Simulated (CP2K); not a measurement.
# BLYP-D3(BJ)/DZVP-MOLOPT-SR-GTH (core potential) run of AlSiNH6O (SMILES O[SiH2][NH][AlH2])

What is the energy change on altering one bond length of AlSiNH6O at BLYP-D3(BJ)/DZVP-MOLOPT-SR-GTH (core potential)? 

The calculation is run with CP2K 2026.2.

1 further run of the same task is left out (set aside as unsound or not needed).

### 1 Starting point

AlSiNH6O has 10 atoms, charge 0, and is taken as a singlet. SMILES: `O[SiH2][NH][AlH2]`. The coordinates come from a PBE0-D4/def2-TZVP relaxation. This is one conformer, not always the lowest.

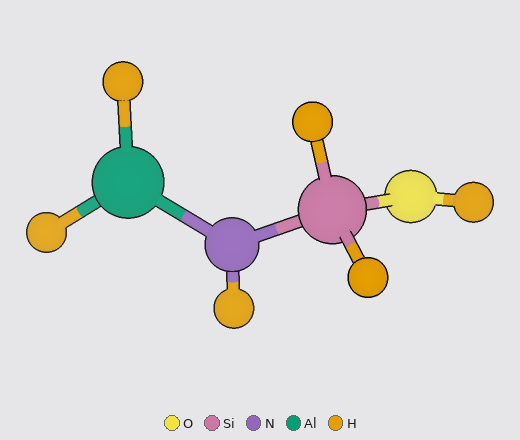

The structure, seen from a chosen angle (oxygen yellow, silicon pink, nitrogen purple, aluminium teal, hydrogen amber).

### 2 A single-point energy at BLYP-D3(BJ)/DZVP-MOLOPT-SR-GTH (core potential)

Contents of qs.inp:

```
&GLOBAL
  PROJECT qs
  RUN_TYPE ENERGY
  PRINT_LEVEL MEDIUM
&END GLOBAL
&FORCE_EVAL
  METHOD QS
  &DFT
    BASIS_SET_FILE_NAME BASIS_MOLOPT
    POTENTIAL_FILE_NAME GTH_POTENTIALS
    CHARGE 0
    MULTIPLICITY 1
    ! Quickstep
    &QS
      METHOD GPW
      EPS_DEFAULT 1.0E-10
    &END QS
    ! plane-wave cutoff in Ry
    &MGRID
      CUTOFF 400
      REL_CUTOFF 50
      NGRIDS 4
    &END MGRID
    &POISSON
      PERIODIC NONE
      POISSON_SOLVER MULTIPOLE
    &END POISSON
    &SCF
      SCF_GUESS ATOMIC
      EPS_SCF 1.0E-06
      MAX_SCF 40
      &OT ON
        MINIMIZER DIIS
        PRECONDITIONER FULL_ALL
      &END OT
      &OUTER_SCF
        EPS_SCF 1.0E-06
        MAX_SCF 5
      &END OUTER_SCF
    &END SCF
    ! exchange and correlation
    &XC
      &XC_FUNCTIONAL BLYP
      &END XC_FUNCTIONAL
      &VDW_POTENTIAL
        POTENTIAL_TYPE PAIR_POTENTIAL
        &PAIR_POTENTIAL
          TYPE DFTD3(BJ)
          PARAMETER_FILE_NAME dftd3.dat
          REFERENCE_FUNCTIONAL BLYP
          R_CUTOFF 15
        &END PAIR_POTENTIAL
      &END VDW_POTENTIAL
    &END XC
    ! extra output
    &PRINT
      &MOMENTS
        PERIODIC F
        REFERENCE COM
        MAX_MOMENT 1
      &END MOMENTS
      &MO_CUBES
        NLUMO 3
        NHOMO -1
        WRITE_CUBE F
      &END MO_CUBES
      &HIRSHFELD OFF
      &END HIRSHFELD
    &END PRINT
  &END DFT
  ! structure
  &SUBSYS
    ! box in angstrom
    &CELL
      ABC [angstrom] 11.8 9.7 11.7
      PERIODIC NONE
    &END CELL
    &COORD
      O     -1.817400    -0.693800    -1.056500
      Si    -0.576600     0.373900    -0.851600
      N      0.693300    -0.382300     0.009600
      Al     1.233300    -0.094800     1.686300
      H     -2.399800    -0.547900    -1.803100
      H     -1.000200     1.543800    -0.039500
      H     -0.142800     0.831300    -2.203200
      H      1.159400    -1.127800    -0.493000
      H      0.508400     1.030600     2.525200
      H      2.425400    -0.984200     2.228700
    &END COORD
    &TOPOLOGY
      &CENTER_COORDINATES
      &END CENTER_COORDINATES
    &END TOPOLOGY
    &KIND O
      BASIS_SET DZVP-MOLOPT-SR-GTH-q6
      POTENTIAL GTH-BLYP-q6
    &END KIND
    &KIND Si
      BASIS_SET DZVP-MOLOPT-SR-GTH-q4
      POTENTIAL GTH-BLYP-q4
    &END KIND
    &KIND N
      BASIS_SET DZVP-MOLOPT-SR-GTH-q5
      POTENTIAL GTH-BLYP-q5
    &END KIND
    &KIND Al
      BASIS_SET DZVP-MOLOPT-SR-GTH-q3
      POTENTIAL GTH-BLYP-q3
    &END KIND
    &KIND H
      BASIS_SET DZVP-MOLOPT-SR-GTH-q1
      POTENTIAL GTH-BLYP-q1
    &END KIND
  &END SUBSYS
&END FORCE_EVAL
```

On the command line:

```
OMP_NUM_THREADS=1 cp2k.psmp -i qs.inp -o qs.out
```

What it wrote, cut to the lines that bear on the results:

```text
CP2K| version string:                                       CP2K version 2026.2
[...]
 GLOBAL| Method name                                                        CP2K
[...]
 GLOBAL| Run type                                                         ENERGY
[...]
 DFT| Spin restricted Kohn-Sham (RKS) calculation                            RKS
 DFT| Multiplicity                                                             1
[...]
 DFT| Charge                                                                   0
[...]
 FUNCTIONAL| BECKE88:
 FUNCTIONAL| LYP:
[...]
 QS| Method:                                                                 GPW
[...]
 QS| Density cutoff [a.u.]:                                                200.0
[...]
 QS| Relative density cutoff [a.u.]:                                        25.0
[...]
                             - Atoms:                                         10
[...]
                             - Spherical basis functions:                     82
[...]
 Number of electrons:                                                         24
[...]
     1 OT DIIS     0.15E+00    1.4     0.25559027       -33.0314246114 -3.30E+01
[...]
    34 OT DIIS     0.15E+00    1.5     0.00000091       -35.5084735870 -8.64E-11
  *** SCF run converged in    34 steps ***
[...]
  Overlap energy of the core charge distribution:               0.00000014525084
  Self energy of the core charge distribution:                -91.01380469994565
  Core Hamiltonian energy:                                     25.93839279090132
  Hartree energy:                                              39.76563214216958
  Exchange-correlation energy:                                -10.18313273779511
  Dispersion energy:                                           -0.01556122753568
  Total energy:                                               -35.50847358695470
[...]
                     Mulliken Population Analysis
 #  Atom  Element  Kind  Atomic population                           Net charge
       1     O        1          6.403460                             -0.403460
       2     Si       2          3.718166                              0.281834
       3     N        3          5.403250                             -0.403250
       4     Al       4          2.885684                              0.114316
       5     H        5          0.858423                              0.141577
       6     H        5          0.970507                              0.029493
       7     H        5          0.969785                              0.030215
       8     H        5          0.893018                              0.106982
       9     H        5          0.948408                              0.051592
      10     H        5          0.949300                              0.050700
 # Total charge                             24.000000                  0.000000
[...]
  Dipole moment [Debye]
    X=  0.1720821E+00 Y= -0.2865510E-01 Z= -0.1100728E+01  Total=      1.1144667
[...]
 HOMO - LUMO gap [eV] :    5.105504
 ENERGY| Total FORCE_EVAL ( QS ) energy [hartree]            -35.508473586954700
[...]
```

Wall time 54 s (1 thread of Arm Neoverse V1, shared host); peak memory 1 GiB.

### 3 The distorted shape at the same level

Contents of gas.inp:

```
&GLOBAL
  PROJECT gas
  RUN_TYPE ENERGY
  PRINT_LEVEL MEDIUM
&END GLOBAL
&FORCE_EVAL
  METHOD QUICKSTEP
  &DFT
    BASIS_SET_FILE_NAME BASIS_MOLOPT
    POTENTIAL_FILE_NAME GTH_POTENTIALS
    CHARGE 0
    MULTIPLICITY 1
    &QS
      METHOD GPW
      EPS_DEFAULT 1.0E-10
    &END QS
    &MGRID
      CUTOFF 400
      REL_CUTOFF 50
      NGRIDS 4
    &END MGRID
    &POISSON
      PERIODIC NONE
      POISSON_SOLVER MULTIPOLE
    &END POISSON
    &SCF
      SCF_GUESS ATOMIC
      EPS_SCF 1.0E-06
      MAX_SCF 30
      &OT ON
        MINIMIZER DIIS
        PRECONDITIONER FULL_ALL
      &END OT
      &OUTER_SCF
        EPS_SCF 1.0E-06
        MAX_SCF 5
      &END OUTER_SCF
    &END SCF
    &XC
      &XC_FUNCTIONAL BLYP
      &END XC_FUNCTIONAL
      &VDW_POTENTIAL
        POTENTIAL_TYPE PAIR_POTENTIAL
        &PAIR_POTENTIAL
          TYPE DFTD3(BJ)
          PARAMETER_FILE_NAME dftd3.dat
          REFERENCE_FUNCTIONAL BLYP
          R_CUTOFF 15
        &END PAIR_POTENTIAL
      &END VDW_POTENTIAL
    &END XC
    &PRINT
      &MOMENTS
        PERIODIC F
        REFERENCE COM
        MAX_MOMENT 1
      &END MOMENTS
      &MO_CUBES
        NLUMO 1
        NHOMO -1
        WRITE_CUBE F
      &END MO_CUBES
      &HIRSHFELD OFF
      &END HIRSHFELD
    &END PRINT
  &END DFT
  &SUBSYS
    &CELL
      ABC [angstrom] 11.8 9.9 11.7
      PERIODIC NONE
    &END CELL
    &COORD
      O     -1.957252    -0.470114    -0.905696
      Si    -0.716452     0.597586    -0.700796
      N      0.553448    -0.158614     0.160404
      Al     1.093448     0.128886     1.837104
      H     -2.539652    -0.324214    -1.652296
      H     -1.140052     1.767486     0.111304
      H     -0.282652     1.054986    -2.052396
      H      1.159400    -1.127800    -0.493000
      H      0.368548     1.254286     2.676004
      H      2.285548    -0.760514     2.379504
    &END COORD
    &TOPOLOGY
      &CENTER_COORDINATES
      &END CENTER_COORDINATES
    &END TOPOLOGY
    &KIND O
      BASIS_SET DZVP-MOLOPT-SR-GTH-q6
      POTENTIAL GTH-BLYP-q6
    &END KIND
    &KIND Si
      BASIS_SET DZVP-MOLOPT-SR-GTH-q4
      POTENTIAL GTH-BLYP-q4
    &END KIND
    &KIND N
      BASIS_SET DZVP-MOLOPT-SR-GTH-q5
      POTENTIAL GTH-BLYP-q5
    &END KIND
    &KIND Al
      BASIS_SET DZVP-MOLOPT-SR-GTH-q3
      POTENTIAL GTH-BLYP-q3
    &END KIND
    &KIND H
      BASIS_SET DZVP-MOLOPT-SR-GTH-q1
      POTENTIAL GTH-BLYP-q1
    &END KIND
  &END SUBSYS
&END FORCE_EVAL
```

On the command line:

```
OMP_NUM_THREADS=1 cp2k.psmp -i gas.inp -o gas.out
```

What it wrote, cut to the lines that bear on the results:

```text
CP2K| version string:                                       CP2K version 2026.2
[...]
 GLOBAL| Method name                                                        CP2K
[...]
 GLOBAL| Run type                                                         ENERGY
[...]
 DFT| Spin restricted Kohn-Sham (RKS) calculation                            RKS
 DFT| Multiplicity                                                             1
[...]
 DFT| Charge                                                                   0
[...]
 FUNCTIONAL| BECKE88:
 FUNCTIONAL| LYP:
[...]
 QS| Method:                                                                 GPW
[...]
 QS| Density cutoff [a.u.]:                                                200.0
[...]
 QS| Relative density cutoff [a.u.]:                                        25.0
[...]
                             - Atoms:                                         10
[...]
                             - Spherical basis functions:                     82
[...]
 Number of electrons:                                                         24
[...]
     1 OT DIIS     0.15E+00    1.4     0.26982926       -32.9726050729 -3.30E+01
[...]
     5 OT DIIS     0.15E+00    1.5     0.00000061       -35.4716022063 -9.65E-11
  *** SCF run converged in     5 steps ***
[...]
  Overlap energy of the core charge distribution:               0.00000005880526
  Self energy of the core charge distribution:                -91.01380469994565
  Core Hamiltonian energy:                                     25.66434653184507
  Hartree energy:                                              39.98369340293996
  Exchange-correlation energy:                                -10.09013357396047
  Dispersion energy:                                           -0.01570392600084
  Total energy:                                               -35.47160220631669
[...]
  Dipole moment [Debye]
    X=  0.2291534E+00 Y= -0.1300238E+00 Z= -0.1190611E+01  Total=      1.2194149
[...]
 HOMO - LUMO gap [eV] :    5.052641
 ENERGY| Total FORCE_EVAL ( QS ) energy [hartree]            -35.471602206316689
[...]
```

Wall time 56 s (1 thread of Arm Neoverse V1, shared host); peak memory 1 GiB.

### 4 Outcome

Level: BLYP-D3(BJ)/DZVP-MOLOPT-SR-GTH (core potential).

```
                                                         quantity          value
                                        first shape: total energy   -35.50847 Eh
                                       first shape: dipole moment         1.11 D
                                         first shape: HOMO energy       -6.43 eV
                                         first shape: LUMO energy       -1.33 eV
                                       first shape: HOMO–LUMO gap        5.11 eV
                                   first shape: dispersion energy  -40.86 kJ/mol
                                    distorted shape: total energy   -35.47160 Eh
                                   distorted shape: dipole moment         1.22 D
                                     distorted shape: HOMO energy       -6.34 eV
                                     distorted shape: LUMO energy       -1.29 eV
                                   distorted shape: HOMO–LUMO gap        5.05 eV
                               distorted shape: dispersion energy  -41.23 kJ/mol
energy change with the N3–H8 bond stretched from 1.013 to 1.317 Å       1.003 eV
```

In words: With the N3–H8 bond stretched from 1.013 to 1.317 Å the energy rises by 1.00 eV (23 kcal/mol). The first shape isn't relaxed at this level, so the change isn't measured from a minimum.
